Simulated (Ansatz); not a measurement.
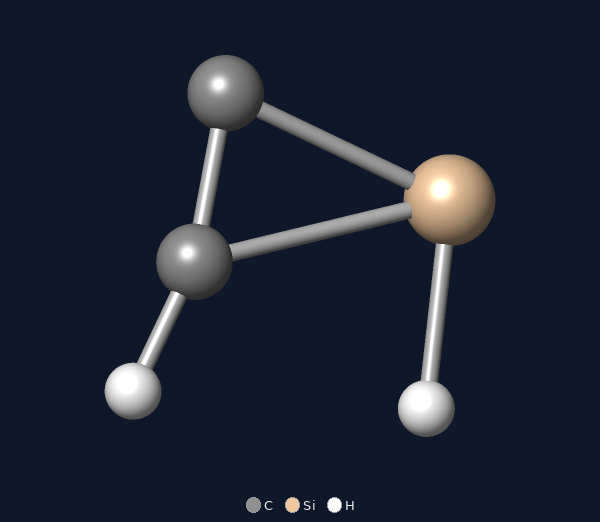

Rendered structure (ball-and-stick style). Every bond is drawn as one stick, whatever its order.

Question: What is the molecular formula?

Answer: C2H2Si, 5 atoms: 2 carbon, 2 hydrogen and 1 silicon.

Question: How many bonds of each kind are drawn?

Answer: 2 C–Si, 1 C–H, 1 C–C, 1 Si–H. Sticks follow a distance rule.

More results for the same structure follow; atom numbers are the same in all pictures, views and colours differ. Computed geometry: PBE0-D4/def2-TZVP optimisation. No frequency run is at hand to confirm it as a minimum.

Geometry

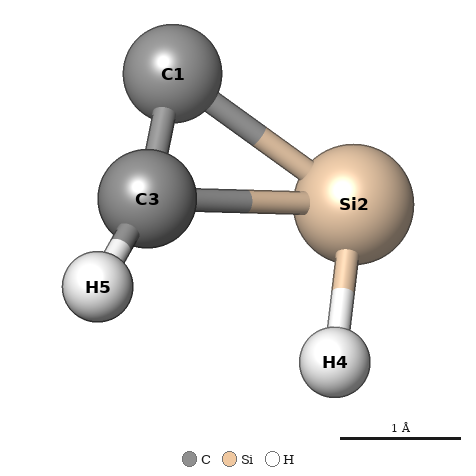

Atoms carry their numbers in the input. No frequency run is at hand to confirm it as a minimum.

Estimate the angles Si2–C1–C3, C1–Si2–C3, C1–Si2–H4, C3–Si2–H4, C1–C3–Si2, C1–C3–H5, Si2–C3–H5.

| angle | degrees |
| --- | --- |
| Si2–C1–C3 | 77.6 |
| C1–Si2–C3 | 36.9 |
| C1–Si2–H4 | 106.8 |
| C3–Si2–H4 | 69.9 |
| C1–C3–Si2 | 65.5 |
| C1–C3–H5 | 164.4 |
| Si2–C3–H5 | 130.1 |

Electronic properties

No frequency run is at hand to confirm it as a minimum. Method: RKS PBE0-D4/def2-TZVPP (Ansatz 0.2.0).

Question: Give the HOMO–LUMO gap at this level.

Answer: 4.25 eV.

Question: What is the HOMO energy (Kohn–Sham orbital)?

Answer: −6.77 eV.

Charges

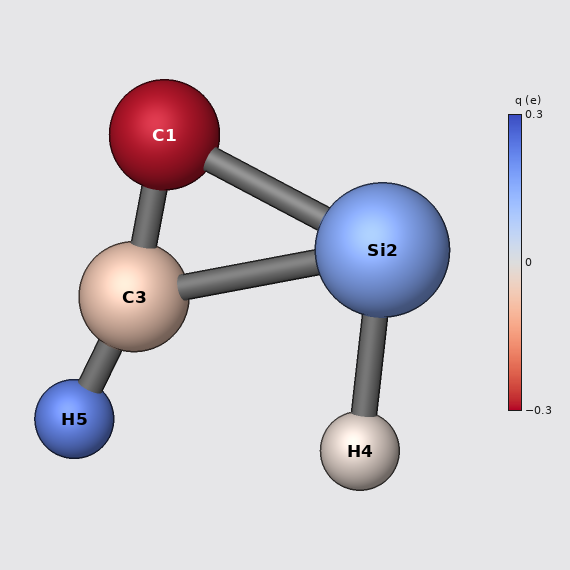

Atoms are coloured by their Mulliken charges. No frequency run is at hand to confirm it as a minimum. Properties computed with RKS PBE0-D4/def2-TZVP (Ansatz 0.2.0).

Question: Which atom carries the highest charge (most positive or least negative)?

Answer: H5 (0.22 e).

Question: And the lowest?

Answer: C1 (−0.29 e).

List the Mulliken charges.

```
atom  value (e)
  C1      −0.29
 Si2       0.16
  C3      −0.06
  H4      −0.02
  H5       0.22
```

Dipole moment

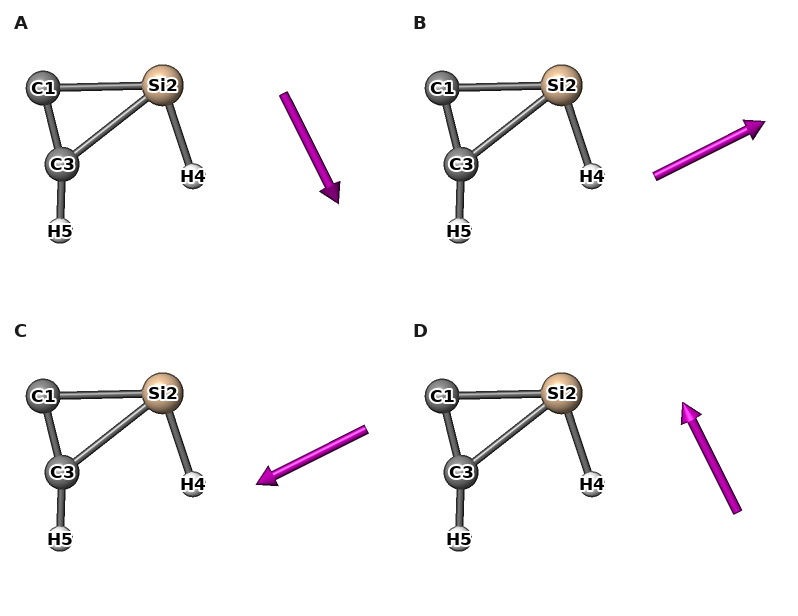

The same molecule four times, each with an arrow. No frequency run is at hand to confirm it as a minimum. Level of theory: RKS PBE0-D4/def2-TZVP (Ansatz 0.2.0).

Question: Which arrow points along the dipole moment, from the negative to the positive end?

Answer: A. The dipole moment is 2.47 D; it points from the side of C1 to the side of H4 (the outermost atoms at the two ends).

Mulliken values depend strongly on the basis set and can even reverse the polarity of a bond.
